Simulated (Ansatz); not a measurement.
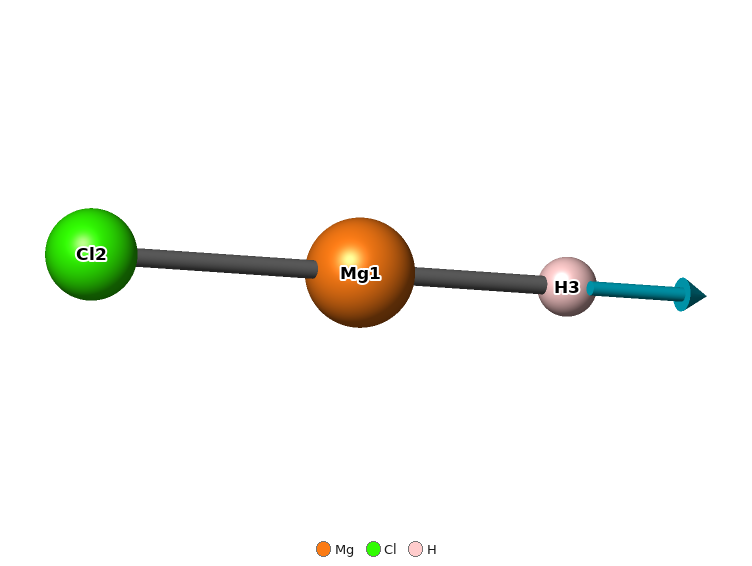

The arrows show one normal mode. Harmonic vibrations computed with RKS PBE0-D4/def2-TZVP (Ansatz 0.2.0) at a stationary point of the same level.

What kind of motion is it?

Answer. Mostly Mg–H stretching.

Estimate its harmonic wavenumber.

Answer. 1672 cm⁻¹; it is mode 4 of 4 counted from the lowest.
